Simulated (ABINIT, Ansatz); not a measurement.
# A GW chain in ABINIT: BAs (F-43m), part 2 of 3

Aim: the G0W0 gap of BAs (F-43m) on PBE, step by step.

ABINIT 10.8.3; PBE and many-body steps on it, plane waves. Known limits of the many-body steps: not at the basis limit; no spin-orbit coupling.

So far. Step 2 (Ground state): The gap is indirect, with the least direct gap 2.08 eV higher.

## 3. Bands along the symmetry lines

Level of this step: DFT, PBE, plane waves, norm-conserving pseudopotentials (ABINIT).

The cheap functional maps the bands first; the places of the edges decide which points the dearer methods must see.

The input, run.abi:

```
acell 3*1.0 Angstrom
rprim 
  -0.000000000000 2.388500000000 2.388500000000
  2.388500000000 -0.000000000000 2.388500000000
  2.388500000000 2.388500000000 -0.000000000000
ntypat 2
znucl 5 33
natom 2
typat 1 2
xred 
  0.000000000000 0.000000000000 0.000000000000
  0.250000000000 0.250000000000 0.250000000000
pp_dirpath "pseudos"
pseudos "B.upf, As.upf"
ecut 44
iscf -2
irdden 1
kptopt 0
nkpt 50
kpt 
  0.00000000 0.00000000 0.00000000
  -0.06250000 -0.06250000 0.00000000
  -0.12500000 -0.12500000 0.00000000
  -0.18750000 -0.18750000 0.00000000
  -0.25000000 -0.25000000 0.00000000
  -0.31250000 -0.31250000 0.00000000
  -0.37500000 -0.37500000 0.00000000
  -0.43750000 -0.43750000 0.00000000
  -0.50000000 -0.50000000 0.00000000
  -0.48437500 -0.48437500 0.03125000
  -0.46875000 -0.46875000 0.06250000
  -0.45312500 -0.45312500 0.09375000
  -0.43750000 -0.43750000 0.12500000
  -0.42187500 -0.42187500 0.15625000
  -0.40625000 -0.40625000 0.18750000
  -0.39062500 -0.39062500 0.21875000
  -0.37500000 -0.37500000 0.25000000
  -0.37500000 0.00000000 0.37500000
  -0.32812500 0.00000000 0.32812500
  -0.28125000 0.00000000 0.28125000
  -0.23437500 0.00000000 0.23437500
  -0.18750000 0.00000000 0.18750000
  -0.14062500 0.00000000 0.14062500
  -0.09375000 0.00000000 0.09375000
  -0.04687500 0.00000000 0.04687500
  0.00000000 0.00000000 0.00000000
  0.00000000 0.00000000 0.06250000
  0.00000000 0.00000000 0.12500000
  0.00000000 0.00000000 0.18750000
  0.00000000 0.00000000 0.25000000
  0.00000000 0.00000000 0.31250000
  0.00000000 0.00000000 0.37500000
  0.00000000 0.00000000 0.43750000
  -0.00000000 -0.00000000 0.50000000
  -0.06250000 -0.03125000 0.46875000
  -0.12500000 -0.06250000 0.43750000
  -0.18750000 -0.09375000 0.40625000
  -0.25000000 -0.12500000 0.37500000
  -0.31250000 -0.15625000 0.34375000
  -0.37500000 -0.18750000 0.31250000
  -0.43750000 -0.21875000 0.28125000
  -0.50000000 -0.25000000 0.25000000
  -0.50000000 -0.28125000 0.21875000
  -0.50000000 -0.31250000 0.18750000
  -0.50000000 -0.34375000 0.15625000
  -0.50000000 -0.37500000 0.12500000
  -0.50000000 -0.40625000 0.09375000
  -0.50000000 -0.43750000 0.06250000
  -0.50000000 -0.46875000 0.03125000
  -0.50000000 -0.50000000 0.00000000
istwfk *1
nband 20
nbdbuf 2
tolwfr 1e-08
nstep 40
prtwf 0
prtvol 0
indata_prefix "in"
outdata_prefix "out"
tmpdata_prefix "tmp"
```

The run is started by

```console
$ OMP_NUM_THREADS=1 mpirun -n 4 abinit run.abi > log
```

Numbers of over 12 decimals in the logs are rounded to 6 here.

The log of the run:

```text
.Version 10.8.3 of ABINIT. v10.8.2 released Aug 2026.

 Symmetries : space group F-4 3 m (#216); Bravais cF (face-center cubic)
[... echo of the input left out ...]
== DATASET  1 ==================================================================
-   mpi_nproc: 4, omp_nthreads: 1 (-1 if OMP is not activated)

--- !DatasetInfo
iteration_state: {dtset: 1, }
dimensions: {natom: 2, nkpt: 50, mband: 20, nsppol: 1, nspinor: 1, nspden: 1, mpw: 2637, }
cutoff_energies: {ecut:  44.0, pawecutdg:  -1.0, }
electrons: {nelect:   2.60000000E+01, charge:   0.00000000E+00, occopt:   1.00000000E+00, tsmear:   1.00000000E-02, }

 Real(R)+Recip(G) space primitive vectors, cartesian coordinates (Bohr,Bohr^-1):
 R(1)=  0.0000000  4.5136109  4.5136109  G(1)= -0.1107761  0.1107761  0.1107761
 R(2)=  4.5136109  0.0000000  4.5136109  G(2)=  0.1107761 -0.1107761  0.1107761
 R(3)=  4.5136109  4.5136109  0.0000000  G(3)=  0.1107761  0.1107761 -0.1107761
 Unit cell volume ucvol=  1.8390873E+02 bohr^3
 Angles (23,13,12)=  6.00000000E+01  6.00000000E+01  6.00000000E+01 degrees

 getcut: wavevector=  0.0000  0.0000  0.0000  ngfft=  40  40  40
         ecut(hartree)=     44.000   => boxcut(ratio)=   2.09860

--- Pseudopotential description ------------------------------------------------
- B Generated using ONCVPSP code by D. R. Hamann
-  5.00000   3.00000  171031                  znucl, zion, pspdat
12 -101130 1 -1 1534                          pspcod,pspxc,lmax,lloc,mmax
     nproj     2     2     0
  pspatm : epsatm=    3.38844616
         --- l  ekb(1:nproj) -->
             0    8.382104    1.234201
             1   -3.719492   -0.867526
 pspatm: atomic psp has been read  and splines computed

- As Generated using ONCVPSP code by D. R. Hamann
- 33.00000  23.00000  171031                  znucl, zion, pspdat
12 -101130 2 -1 1358                          pspcod,pspxc,lmax,lloc,mmax
     nproj     2     2     2
  pspatm : epsatm=   24.77333152
         --- l  ekb(1:nproj) -->
             0    4.034276   -2.353825
[...]
pspatm: atomic psp has been read  and splines computed

--------------------------------------------------------------------------------

================================================================================
 prteigrs : about to open file out_EIG
 Non-SCF case, kpt    1 (  0.00000  0.00000  0.00000), residuals and eigenvalues=
  2.91E-09  2.27E-09  2.60E-09  5.24E-09  3.85E-09  5.15E-09  6.73E-09  4.34E-09
  4.72E-09  6.67E-09  9.35E-09  1.34E-09  5.03E-09  6.15E-09  1.57E-09  7.14E-09
  7.81E-09  8.07E-09  3.07E-05  4.56E-04
 -6.5247E+00 -4.4426E+00 -4.4426E+00 -4.4426E+00 -1.0247E+00 -1.0247E+00
 -1.0247E+00 -1.0240E+00 -1.0240E+00 -2.7205E-01  2.9395E-01  2.9395E-01
  2.9395E-01  4.1483E-01  4.1483E-01  4.1483E-01  4.6596E-01  6.4661E-01
  7.7817E-01  7.7837E-01
 Non-SCF case, kpt    2 ( -0.06250 -0.06250  0.00000), residuals and eigenvalues=
[...]
7.2574E-01  7.8221E-01
 Non-SCF case, kpt    3 ( -0.12500 -0.12500  0.00000), residuals and eigenvalues=
[...]
9.82E-09  5.89E-09  1.24E-08  6.59E-05
[...]
6.9492E-01  7.9229E-01
[...]
Non-SCF case, kpt   49 ( -0.50000 -0.46875  0.03125), residuals and eigenvalues=
[...]
9.1874E-01  9.4146E-01
 Non-SCF case, kpt   50 ( -0.50000 -0.50000  0.00000), residuals and eigenvalues=
[...]
-1.0239E+00 -1.0239E+00 -1.0235E+00 -1.1853E-01 -1.8916E-02  1.4425E-01
  1.4425E-01  3.4735E-01  3.4754E-01  7.1279E-01  7.1279E-01  7.6721E-01
  9.2947E-01  9.5735E-01

--- !ResultsGS
iteration_state: {dtset: 1, }
comment   : Summary of ground state results
lattice_vectors:
- [ -0.0000000,   4.5136109,   4.5136109, ]
- [  4.5136109,  -0.0000000,   4.5136109, ]
- [  4.5136109,   4.5136109,  -0.0000000, ]
lattice_lengths: [   6.38321,    6.38321,    6.38321, ]
lattice_angles: [ 60.000,  60.000,  60.000, ] # degrees, (23, 13, 12)
lattice_volume:   1.8390873E+02
convergence: {deltae:  0.000E+00, res2:  0.000E+00, residm:  9.990E-09, diffor:  0.000E+00, }
etotal    :  -3.08192795E+02
entropy   :   0.00000000E+00
fermie    :   2.93949411E-01
cartesian_stress_tensor: null
pressure_GPa: null
xred      :
- [  0.0000E+00,   0.0000E+00,   0.0000E+00,  B]
- [  2.5000E-01,   2.5000E-01,   2.5000E-01, As]
cartesian_forces: null
force_length_stats: {min: null, max: null, mean: null, }

 Integrated electronic density in atomic spheres:
 ------------------------------------------------
 Atom  Sphere_radius  Integrated_density
[...]
================================================================================

 ----iterations are completed or convergence reached----

 Mean square residual over all n,k,spin=   48.803E-10; max=  99.902E-10
 reduced coordinates (array xred) for    2 atoms
       0.000000000000      0.000000000000      0.000000000000
       0.250000000000      0.250000000000      0.250000000000

 cartesian coordinates (angstrom) at end:
[...]
length scales=  1.889726125908  1.889726125908  1.889726125908 bohr
              =  1.000000000000  1.000000000000  1.000000000000 angstroms
 prteigrs : about to open file out_EIG
 Eigenvalues (hartree) for nkpt=  50  k points:
 kpt#   1, nband= 20, wtk=  1.00000, kpt=  0.0000  0.0000  0.0000 (reduced coord)
[...]
kpt#   2, nband= 20, wtk=  1.00000, kpt= -0.0625 -0.0625  0.0000 (reduced coord)
[...]
kpt#   3, nband= 20, wtk=  1.00000, kpt= -0.1250 -0.1250  0.0000 (reduced coord)
[...]
kpt#  49, nband= 20, wtk=  1.00000, kpt= -0.5000 -0.4687  0.0313 (reduced coord)
[...]
0.71038    0.76503    0.91874    0.94146
 kpt#  50, nband= 20, wtk=  1.00000, kpt= -0.5000 -0.5000  0.0000 (reduced coord)
  -6.52474   -4.44253   -4.44252   -4.44252   -1.02478   -1.02409   -1.02389   -1.02389
  -1.02352   -0.11853   -0.01892    0.14425    0.14425    0.34735    0.34754    0.71279
   0.71279    0.76721    0.92947    0.95735

== END DATASET(S) ==============================================================
================================================================================

 -outvars: echo values of variables after computation  --------
            nband          20
             nkpt          50
          spgroup         216
 [... the other variables as echoed above ...]

 Calculation completed.
```

It took 20 s on 4 MPI ranks of Intel Xeon Platinum 8375C at 2.90GHz (Ice Lake), shared host; peak memory 0.31 GiB; 80 s of CPU time.

This step gave:

```
gap                        : 1.208 eV
k of the valence top       : 0, 0, 0
k of the conduction bottom : -0.375, -0.375, 0
least direct gap           : 3.289 eV
```

The gap is 1.208 eV, as in the run before at this level.

The electronic bands at the labelled points (eV, zero at the top of the highest filled band):

| point | band 10 | band 11 | band 12 | band 13 | band 14 | band 15 | band 16 | band 17 |
| --- | --- | --- | --- | --- | --- | --- | --- | --- |
| Γ | -15.40 | 0.00 | 0.00 | 0.00 | 3.29 | 3.29 | 3.29 | 4.68 |
| X | -11.22 | -8.51 | -4.07 | -4.07 | 1.45 | 1.46 | 11.40 | 11.40 |
| U | -11.27 | -8.13 | -5.94 | -3.48 | 2.06 | 5.56 | 9.24 | 9.78 |
| jump to K | -11.27 | -8.13 | -5.94 | -3.48 | 2.06 | 5.56 | 9.24 | 9.78 |
| Γ | -15.40 | 0.00 | 0.00 | 0.00 | 3.29 | 3.29 | 3.29 | 4.68 |
| L | -12.53 | -8.77 | -1.82 | -1.82 | 2.70 | 4.81 | 4.81 | 8.90 |
| W | -11.07 | -8.05 | -5.48 | -5.19 | 5.28 | 5.95 | 6.84 | 7.06 |
| X | -11.22 | -8.51 | -4.07 | -4.07 | 1.45 | 1.46 | 11.40 | 11.40 |

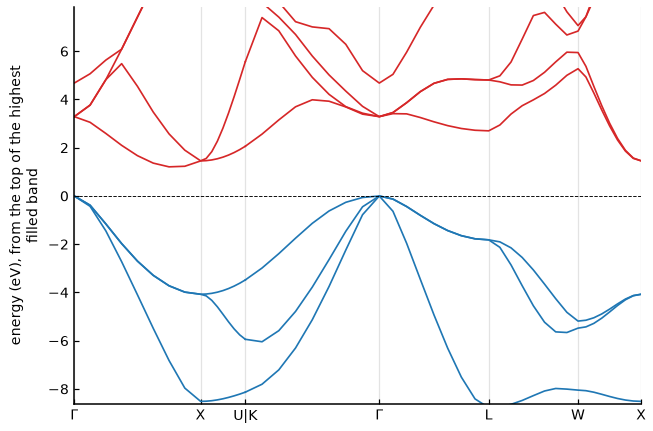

Electronic bands along the path; lines of filled and empty bands in two colours.

## 4. Empty states on the mesh, 6×6×6 mesh, 516 bands

The sums over transitions need many empty states on a uniform mesh; this step solves for them.

The input, run.abi:

```
acell 3*1.0 Angstrom
rprim 
  -0.000000000000 2.388500000000 2.388500000000
  2.388500000000 -0.000000000000 2.388500000000
  2.388500000000 2.388500000000 -0.000000000000
ntypat 2
znucl 5 33
natom 2
typat 1 2
xred 
  0.000000000000 0.000000000000 0.000000000000
  0.250000000000 0.250000000000 0.250000000000
pp_dirpath "pseudos"
pseudos "B.upf, As.upf"
ecut 44
ngkpt 6 6 6
nshiftk 1
shiftk 0 0 0
kptopt 1
chksymbreak 0
irdden 1
istwfk *1
nband 516
prtvol 0
optdriver 6
gwr_task "HDIAGO"
paral_kgb 0
occopt 1
indata_prefix "in"
outdata_prefix "out"
tmpdata_prefix "tmp"
```

The log of the run:

```text
[banner, memory and clock lines left out]
.Version 10.8.3 of ABINIT. v10.8.2 released Aug 2026.

 Symmetries : space group F-4 3 m (#216); Bravais cF (face-center cubic)
[... echo of the input left out ...]
== DATASET  1 ==================================================================
-   mpi_nproc: 4, omp_nthreads: 1 (-1 if OMP is not activated)

--- !DatasetInfo
iteration_state: {dtset: 1, }
dimensions: {natom: 2, nkpt: 16, mband: 516, nsppol: 1, nspinor: 1, nspden: 1, mpw: 2637, }
cutoff_energies: {ecut:  44.0, pawecutdg:  -1.0, }
electrons: {nelect:   2.60000000E+01, charge:   0.00000000E+00, occopt:   1.00000000E+00, tsmear:   1.00000000E-02, }

.Using double precision arithmetic; gwpc =  8

- Reading GS density from: in_DEN

--- Pseudopotential description ------------------------------------------------
- B Generated using ONCVPSP code by D. R. Hamann
-  5.00000   3.00000  171031                  znucl, zion, pspdat
12 -101130 1 -1 1534                          pspcod,pspxc,lmax,lloc,mmax
     nproj     2     2     0
  pspatm : epsatm=    3.38844616
         --- l  ekb(1:nproj) -->
             0    8.382104    1.234201
             1   -3.719492   -0.867526
 pspatm: atomic psp has been read  and splines computed

- As Generated using ONCVPSP code by D. R. Hamann
- 33.00000  23.00000  171031                  znucl, zion, pspdat
12 -101130 2 -1 1358                          pspcod,pspxc,lmax,lloc,mmax
     nproj     2     2     2
  pspatm : epsatm=   24.77333152
         --- l  ekb(1:nproj) -->
             0    4.034276   -2.353825
             1   -6.723548   -2.113112
             2  -10.105298   -4.355719
 pspatm: atomic psp has been read  and splines computed

   7.32206220E+02                                ecore*ucvol(ha*bohr**3)

 Total charge density [el/Bohr^3]
)     Maximum=    7.0999E+00  at reduced coord.    0.2000    0.3000    0.3000
)     Minimum=    4.5090E-03  at reduced coord.    0.7500    0.7500    0.7500
   Integrated=    2.6000E+01

 === KS gaps after direct diagonalization ===
 Indirect band gap semiconductor
 Fundamental gap:     1.293 (eV)
   VBM:     7.999 (eV) at k: [ 0.0000E+00,  0.0000E+00,  0.0000E+00]
   CBM:     9.292 (eV) at k: [ 3.3333E-01,  3.3333E-01,  0.0000E+00]
 Direct gap:         3.289 (eV) at k: [ 0.0000E+00,  0.0000E+00,  0.0000E+00]

== END DATASET(S) ==============================================================

 -outvars: echo values of variables after computation  --------
           etotal      0.0000000000E+00
            nband         516
             nkpt          16
          spgroup         216
 [... the other variables as echoed above ...]

 Calculation completed.
```

It took 65 s on 4 MPI ranks; peak memory 1.8 GiB.

Numbers from this step:

```yaml
gap: 1.293 eV
k_of_the_valence_top: 0, 0, 0
k_of_the_conduction_bottom: 0.3333, 0.3333, 0
least_direct_gap: 3.289 eV
k_points_computed: 16
lowest_point_of_the_top_converged_band_above_the_valence_top: 374.9317 eV
```

On this mesh the gap is 1.293 eV. The earlier step found 1.208 eV, so this mesh misses an edge.

## 5. Screening, 6×6×6 mesh, 214 bands, screening to 283 eV

The RPA dielectric matrix is built and inverted for each q.

This step: RPA screening on PBE, plane waves, norm-conserving pseudopotentials.

run.abi, as its differences from that of step 4:

```diff
@@ -20,10 +20,11 @@
 chksymbreak 0
-irdden 1
 istwfk *1
-nband 516
-prtvol 0
-optdriver 6
-gwr_task "HDIAGO"
-paral_kgb 0
 occopt 1
+irdwfk 1
+optdriver 3
+nband 214
+ecuteps 10.4
+inclvkb 2
+awtr 1
+symchi 1
 indata_prefix "in"
```

The log of the run:

```text
.Version 10.8.3 of ABINIT. v10.8.2 released Aug 2026.

 Symmetries : space group F-4 3 m (#216); Bravais cF (face-center cubic)
[... echo of the input left out ...]
== DATASET  1 ==================================================================
-   mpi_nproc: 4, omp_nthreads: 1 (-1 if OMP is not activated)

--- !DatasetInfo
iteration_state: {dtset: 1, }
dimensions: {natom: 2, nkpt: 16, mband: 214, nsppol: 1, nspinor: 1, nspden: 1, mpw: 2637, }
cutoff_energies: {ecut:  44.0, pawecutdg:  -1.0, }
electrons: {nelect:   2.60000000E+01, charge:   0.00000000E+00, occopt:   1.00000000E+00, tsmear:   1.00000000E-02, }

 SCREENING: Calculation of the susceptibility and dielectric matrices

 Based on a program developped by R.W. Godby, V. Olevano, G. Onida, and L. Reining.
 Incorporated in ABINIT by V. Olevano, G.-M. Rignanese, and M. Torrent.
.Using double precision arithmetic ; gwpc =  8

[... cell and pseudopotentials left out ...]
--------------------------------------------------------------------------------

 ==== K-mesh for the wavefunctions ====
 Number of points in the irreducible wedge :    16
[... list of points left out ...]
 Together with 24 symmetry operations and time-reversal symmetry
 yields   216 points in the full Brillouin Zone.

 ==== Q-mesh for the screening function ====
 Number of points in the irreducible wedge :    16
[... list of points left out ...]
 Together with 24 symmetry operations and time-reversal symmetry
 yields   216 points in the full Brillouin Zone.

 setmesh: FFT mesh size selected  =    27x   27x   27
          total number of points  =        19683

 vcoul_init : cutoff-mode = AUXILIARY_FUNCTION
 q-points for optical limit:   1
     1)      0.000010    0.000020    0.000030

- screening: taking advantage of time-reversal symmetry
- Maximum band index for partially occupied states nbvw = 13
- Remaining bands to be divided among processors   nbcw = 201
- Number of bands treated by each node ~50

 Number of electrons calculated from density =   26.0000; Expected =   26.0000
 average of density, n =  0.141374
 r_s =    1.1908
 omega_plasma =   36.2695 [eV]

 calculating chi0 at frequencies [eV] :
  1    0.000000E+00    0.000000E+00
  2    0.000000E+00    3.626946E+01

--------------------------------------------------------------------------------
  q-point number  1        q = ( 0.000000, 0.000000, 0.000000) [r.l.u.]
--------------------------------------------------------------------------------
[... chi0 elements left out ...]
 For q-point:  0.000010 0.000020 0.000030
  dielectric constant =  10.5140
  dielectric constant without local fields =  11.5163

  Average fulfillment of the sum rule on Im[epsilon] for q-point    1 :     70.17  [%]
[... wings left out ...]
  q-point number  2        q = ( 0.166667, 0.000000, 0.000000) [r.l.u.]
--------------------------------------------------------------------------------
[... chi0 elements left out ...]
  Average fulfillment of the sum rule on Im[epsilon] for q-point    2 :     80.59  [%]

 [... 14 further q-points ...]
```

The job ended after 8.4 min (4 MPI ranks; peak memory 1.9 GiB).

This step gave:

```
ε∞ with local fields, on this mesh, along the program's q direction : 10.51
the same without local fields                                       : 11.52
plasma frequency                                                    : 36.27 eV
plane waves in the screening matrix                                 : 283
```

Local fields lower ε∞ by 9 %.

[end of part 2 of 3]

[Paths, hosts, dates, memory and timing lines, banners, echoed tables and standing remarks are left out of the program output.]

[Logs are printed without paths, hosts, clocks, repeated set-up lines and the standing remarks that a program may print on its own settings, such as how far it seeks lower states.]

[Runs of the session that timed out or met a known fault of the program may be left out.]

[Hosts, paths, dates, database ids (printed as entryN), source tags and the programs' standing remarks are cut or masked in the printed files.]

[G0W0 gaps are taken among the corrected bands and points alone; a level outside them can change the order at an edge.]

[Where Ansatz stands beside ABINIT at settings called matched, ABINIT's density can come from a denser mesh and the files from another edition; pairs whose starting gaps differed by over 0.03 eV were left out, so agreement reads better than it is.]
